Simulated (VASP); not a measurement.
Band structure of YB. All values below come from PBE GGA, VASP's PBE PAW potentials (set 64) (plane waves; VASP).

The cell holds a wide vacuum, so values per volume refer to the whole cell.

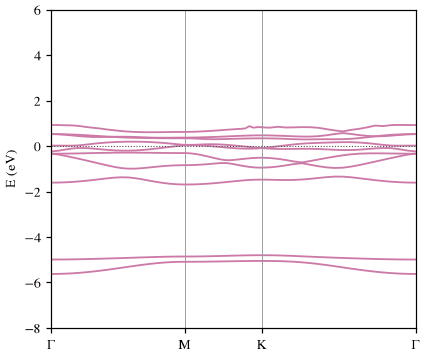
*Bands along high-symmetry lines, zero at the valence-band maximum or, without a gap, the Fermi level*

### Question
Read the plot: is there a gap, and where are the band edges?

### Answer
It has no gap at this level: it comes out as a metal or semimetal.

The cell is a sheet with vacuum, built from a generated structure.
